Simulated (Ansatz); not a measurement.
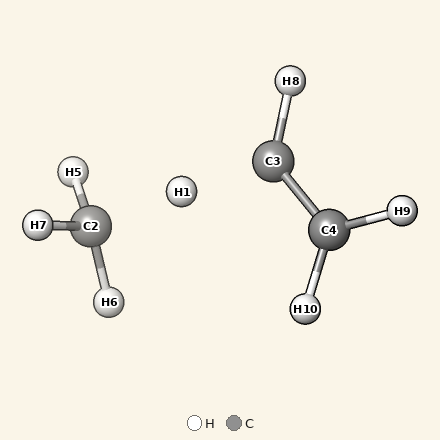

The system is the reacting system C₃H₇ (fragments CH₄ + C₂H₃ where the first distance is long, C₂H₄ + CH₃ where the second is long), spin multiplicity 2; the picture shows the reference structure. 
- Coordinates scanned: (1) distance H1–C3 (bond that forms); (2) distance H1–C2 (bond that breaks).
- Relaxed at each point: all other coordinates.
- The scan uses a 10 × 10 grid.
- Points are written as (first, second).
- Energies: kcal/mol, counted from a guessed transition structure relaxed with its forming and breaking bonds held.
- The calculation used Ansatz, UKS PBE0-D4/def2-SVP.

Its coordinates:

```yaml
atoms:
  - { symbol: H, position_ang: [0.4108, -0.2750, 0.1462] }
  - { symbol: C, position_ang: [1.5564, 0.1289, 0.8299] }
  - { symbol: C, position_ang: [-0.7560, -0.6168, -0.5364] }
  - { symbol: C, position_ang: [-1.6508, 0.3292, -0.7669] }
  - { symbol: H, position_ang: [2.3124, -0.6133, 0.5508] }
  - { symbol: H, position_ang: [1.7581, 1.1355, 0.4475] }
  - { symbol: H, position_ang: [1.2700, 0.0998, 1.8868] }
  - { symbol: H, position_ang: [-0.8145, -1.6724, -0.8213] }
  - { symbol: H, position_ang: [-2.5889, 0.1207, -1.2985] }
  - { symbol: H, position_ang: [-1.4972, 1.3634, -0.4380] }
```

Range: distance H1–C3 (bond that forms) from 0.963 to 2.763 Å; distance H1–C2 (bond that breaks) from 0.963 to 2.163 Å.

### Predict the map.

The lowest grid point is at (1.078 Å, 2.163 Å), −13 kcal/mol from a guessed transition structure relaxed with its forming and breaking bonds held. It lies in a valley that leaves the map towards separated partners. The highest grid point, (0.963 Å, 0.963 Å), lies 100 kcal/mol above the lowest. On the interpolated surface the lowest path from the side where the first distance is long, about (2.76 Å, 1.10 Å), to the side where the second distance is long, about (1.12 Å, 2.16 Å), has its top at about (1.37 Å, 1.31 Å), about 9 kcal/mol above the start and 12 kcal/mol above the end.

```csv
"second ↓, first →",0.963,1.078,1.238,1.419,1.616,1.826,2.047,2.278,2.517,2.763
2.163,−4,−13,−8,9,29,49,64,73,78,80
1.999,−2,−12,−7,8,27,45,57,65,68,71
1.839,1,−10,−7,7,24,39,48,53,56,57
1.686,5,−7,−5,6,19,30,36,39,41,42
1.539,12,−2,−4,3,12,19,23,24,25,26
1.398,21,4,−2,1,5,8,9,10,10,11
1.267,34,13,2,−1,−2,−2,−2,−2,−2,−2
1.146,53,27,9,1,−4,−7,−8,−9,−9,−9
1.040,74,45,22,9,1,−4,−6,−8,−8,−9
0.963,87,64,39,22,12,6,2,0,0,−1
```

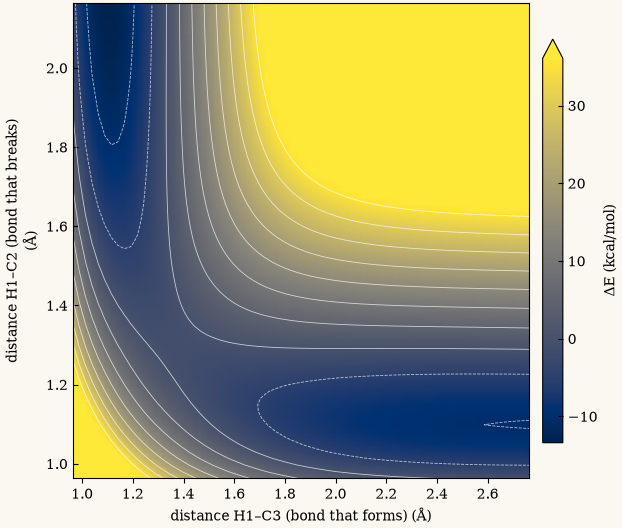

Drawn: a smooth colour map with a few white contour lines, one colour for all values above the top of the scale. Between grid points the surface is interpolated.

Each point was launched as `ansatz run input.yaml --threads 1 --pin off --max-ram 2560MiB --backend cpu --events-out ev --progress --plain --runs-dir out`. The whole map (100 points run) took 48 min on 1 thread of Arm Neoverse V1, on a shared host.
